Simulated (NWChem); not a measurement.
# BNH6 (SMILES [BH3-][NH3+]): levels of theory compared

Aim: a comparison of 3 runs (M06-L/def2-TZVP, SVWN5/def2-TZVP, r2SCAN/def2-TZVP) of BNH6. 

Program for the calculation: NWChem 7.3.0.

### 1 The structure to begin with

BNH6: 8 atoms, total charge 0, spin state singlet. SMILES: `[BH3-][NH3+]`. Geometry: relaxed at PBE0-D4/def2-TZVP.

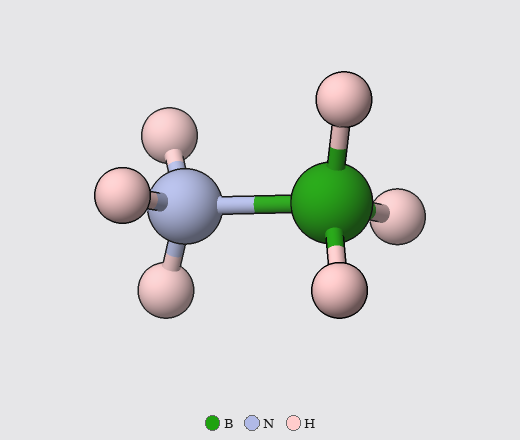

The structure, seen from a chosen angle (boron green, nitrogen light blue, hydrogen pink).

### 2 Energy and gradient at M06-L/def2-TZVP (run 1)

m1.nw reads:

```
start m1
memory stack 880 mb heap 220 mb global 1100 mb
charge 0

geometry units angstrom noautosym nocenter noautoz
B       -0.191300       0.250800      -0.775400
N        0.206500      -0.255100       0.731700
H       -0.078200      -0.728400      -1.481000
H       -1.332600       0.649700      -0.687200
H        0.604400       1.126600      -1.038400
H        0.140800       0.507000       1.398700
H        1.156600      -0.611300       0.755300
H       -0.414000      -0.996500       1.040500
end

basis spherical bse
B library def2-TZVP
N library def2-TZVP
H library def2-TZVP
end

dft
xc m06-l
grid fine
convergence energy 1e-08
maxiter 100
mulliken
print low
end

task dft gradient
```

Started as:

```bash
$ nwchem m1.nw > m1.out
```

Standard output:

```text
[...]
 d= 0,ls=0.0,diis     1    -83.2029261736 -1.24D+02  6.31D-03  2.67D-01     2.2
[...]
 d= 0,ls=0.0,diis    10    -83.2351752108 -3.81D-09  9.18D-07  2.85D-09    19.1
         Total DFT energy =      -83.235175210827
      One electron energy =     -191.185710290049
           Coulomb energy =       80.430205238265
    Exchange-Corr. energy =      -13.234235894005
 Nuclear repulsion energy =       40.754565734962
[...]
                         DFT ENERGY GRADIENTS
    atom               coordinates                        gradient
                 x          y          z           x          y          z
   1 B      -0.361505   0.473943  -1.465294    0.001653  -0.002056   0.006191
   2 N       0.390228  -0.482069   1.382713   -0.000220   0.000245  -0.000658
   3 H      -0.147777  -1.376476  -2.798684    0.000196  -0.002485  -0.002284
   4 H      -2.518249   1.227755  -1.298620   -0.003151   0.001195  -0.000161
   5 H       1.142150   2.128965  -1.962291    0.002002   0.002453  -0.001090
   6 H       0.266073   0.958091   2.643160   -0.000491   0.002087   0.000038
   7 H       2.185657  -1.155189   1.427310    0.001694  -0.000312  -0.001318
   8 H      -0.782347  -1.883112   1.966260   -0.001684  -0.001126  -0.000717
 Task  times  cpu:       25.8s     wall:       25.8s
 Total times  cpu:       25.9s     wall:       25.9s
```

It took 27 s on 1 thread of AMD EPYC 7R13 (Zen 3), shared host; peak memory 0.13 GiB.

### 3 Energy and forces at SVWN5/def2-TZVP (run 2)

geom.nw reads:

```
START geom
TITLE "BH6N"
memory 2200 mb

GEOMETRY units atomic noautosym nocenter noautoz
 B  -0.36150461  0.47394331 -1.46529364
 N   0.39022844 -0.48206913  1.38271261
 H  -0.14777658 -1.37647651 -2.79868439
 H  -2.51824903  1.22775506 -1.29861979
 H   1.14215047  2.12896545 -1.96229161
 H   0.26607344  0.95809115  2.64315993
 H   2.18565724 -1.15518958  1.42731014
 H  -0.78234662 -1.88311208  1.96626003
END

BASIS spherical bse
 * library def2-TZVP
END

DFT
 xc slater vwn_5
 grid fine
 convergence energy 1e-08
 maxiter 100
 mulliken
END

TASK dft gradient
```

Started as:

```bash
$ nwchem geom.nw > geom.out
```

Standard output:

```text
[...]
          Wavefunction type:  closed shell.
          No. of atoms     :     8
          No. of electrons :    18
[...]
          Charge           :     0
          Spin multiplicity:     1
[...]
          AO basis - number of functions:    98
[...]
              XC Information
              --------------
                        Slater Exchange Functional  1.000 local
                      VWN V Correlation Functional  1.000 local
[...]
 d= 0,ls=0.0,diis     1    -82.4097241095 -1.23D+02  5.83D-03  7.01D-01     1.7
[...]
 d= 0,ls=0.0,diis     8    -82.4498316244 -1.76D-09  1.27D-06  5.20D-08    10.5
         Total DFT energy =      -82.449831624418
      One electron energy =     -191.109887442546
           Coulomb energy =       80.253893793749
    Exchange-Corr. energy =      -12.348400756226
 Nuclear repulsion energy =       40.754562780605
[...]
  wavefunction    = closed shell
                         DFT ENERGY GRADIENTS
    atom               coordinates                        gradient
                 x          y          z           x          y          z
   1 B      -0.361505   0.473943  -1.465294   -0.002248   0.002899  -0.008583
   2 N       0.390228  -0.482069   1.382713    0.003579  -0.004572   0.013723
   3 H      -0.147777  -1.376477  -2.798684   -0.000150   0.001671   0.001444
   4 H      -2.518249   1.227755  -1.298620    0.002078  -0.000778   0.000038
   5 H       1.142150   2.128965  -1.962292   -0.001377  -0.001636   0.000671
   6 H       0.266073   0.958091   2.643160    0.000852  -0.007617  -0.005660
   7 H       2.185657  -1.155190   1.427310   -0.008921   0.003156   0.000562
   8 H      -0.782347  -1.883112   1.966260    0.006187   0.006877  -0.002195
[...]
```

It took 17 s on 1 thread of AMD EPYC 7R13 (Zen 3), shared host; peak memory 0.13 GiB.

### 4 Energy and forces at r2SCAN/def2-TZVP (run 3)

run.py reads:

```python
from ase import Atoms
from ase.calculators.nwchem import NWChem

atoms = Atoms('BNHHHHHH', positions=[
    [-0.191300, 0.250800, -0.775400],
    [0.206500, -0.255100, 0.731700],
    [-0.078200, -0.728400, -1.481000],
    [-1.332600, 0.649700, -0.687200],
    [0.604400, 1.126600, -1.038400],
    [0.140800, 0.507000, 1.398700],
    [1.156600, -0.611300, 0.755300],
    [-0.414000, -0.996500, 1.040500],
])

calc = NWChem(
    label='bh6n',
    theory='dft',
    memory='2200 mb',
    basis='def2-TZVP',
    basispar='spherical bse',
    dft={'xc': 'r2scan', 'mult': '1', 'grid': 'fine', 'convergence': 'energy 1e-08', 'iterations': '100', 'mulliken': None},
)
atoms.calc = calc

forces = atoms.get_forces()
e = atoms.get_potential_energy()
print(f"E = {e:.6f} eV")
print("forces (eV/A):")
for s, f in zip(atoms.symbols, forces):
    print(f"{s:2s} {f[0]:10.5f} {f[1]:10.5f} {f[2]:10.5f}")
print("dipole (e A):", atoms.get_dipole_moment().round(4))
```

Started as:

```bash
$ export ASE_NWCHEM_COMMAND="nwchem PREFIX.nwi > PREFIX.nwo"
$ python run.py
```

Standard output:

```text
E = -2263.634173 eV
forces (eV/A):
B    -0.04150    0.05070   -0.15447
N     0.00895   -0.01028    0.02535
H    -0.00072    0.01543    0.01702
H     0.02067   -0.00807    0.00319
H    -0.01157   -0.01579    0.00874
H     0.00113    0.02874    0.04906
H     0.04623   -0.02149    0.01887
H    -0.02319   -0.03924    0.03224
dipole (e A): [ 0.2769 -0.3521  1.049 ]
```

The calculator wrote bh6n.nwi:

```
title "bh6n"

permanent_dir bh6n

scratch_dir bh6n

start bh6n

geometry units angstrom nocenter noautosym noautoz
  B  -1.9130000000000000e-01 2.5080000000000002e-01 -7.7539999999999998e-01
  N  2.0649999999999999e-01 -2.5509999999999999e-01 7.3170000000000002e-01
  H  -7.8200000000000006e-02 -7.2840000000000005e-01 -1.4810000000000001e+00
  H  -1.3326000000000000e+00 6.4970000000000006e-01 -6.8720000000000003e-01
  H  6.0440000000000005e-01 1.1266000000000000e+00 -1.0384000000000000e+00
  H  1.4080000000000001e-01 5.0700000000000001e-01 1.3987000000000001e+00
  H  1.1566000000000001e+00 -6.1129999999999995e-01 7.5529999999999997e-01
  H  -4.1399999999999998e-01 -9.9650000000000005e-01 1.0405000000000000e+00
end

memory 2200 mb

basis spherical bse noprint
   * library def2-TZVP
end

dft
  xc r2scan
  mult 1
  grid fine
  convergence energy 1e-08
  iterations 100
  mulliken
end

task dft gradient
```

bh6n.nwo:

```text
Northwest Computational Chemistry Package (NWChem) 7.3.0
             --------------------------------------------------------

           Job information
           ---------------

    nwchem branch   = 7.3.0
    use scalapack   = T
    input           = bh6n.nwi
    prefix          = bh6n.
    data base       = bh6n/bh6n.db
    status          = startup
    nproc           =        1

           Memory information
           ------------------

[... 5 lines left out ...]
    hardfail = no
[... 106 lines left out ...]
  convergence criterion.
[... 39 lines left out ...]
          Spatial weights used:  Erf1
[... 32 lines left out ...]
 1-e energy   =    -188.959665
[... 41 lines left out ...]
           Coulomb energy =       80.381064643267
[... 759 lines left out ...]
          Convergence on density requested:  1.00D-05
[... 25 lines left out ...]
          total energy or number of iterations.
[... 36 lines left out ...]
                 ----------------------------------------
                 |  Time  |  1-e(secs)   |  2-e(secs)   |
                 ----------------------------------------
                 |  CPU   |       0.01   |       3.64   |
                 ----------------------------------------
                 |  WALL  |       0.01   |       3.64   |
                 ----------------------------------------

 Task  times  cpu:       21.7s     wall:       21.7s
 Total times  cpu:       21.8s     wall:       21.8s
```

It took 23 s on 1 thread of AMD EPYC 7R13 (Zen 3), shared host; peak memory 0.13 GiB.

### 5 Overview of the runs

| run | level | energy (Eh) | largest force (eV/Å) | wall time |
| --- | --- | --- | --- | --- |
| 1 | M06-L/def2-TZVP | -83.235175 | 0.346 | 27 s |
| 2 | SVWN5/def2-TZVP | -82.449832 | 0.766 | 17 s |
| 3 | r2SCAN/def2-TZVP | -83.187022 | 0.168 | 23 s |

### 6 Outcome

| quantity | value |
| --- | --- |
| run 3: total energy | -83.18702 Eh |
| run 3: dipole moment | 5.48 D |
| run 3: HOMO energy | -6.71 eV |
| run 3: LUMO energy | -0.03 eV |
| run 3: HOMO–LUMO gap | 6.69 eV |
| run 3: largest force on an atom | 0.168 eV/Å |

**Reading.** Totals of different functionals can't be ranked against each other. All runs together took 66 s, the longest 27 s.
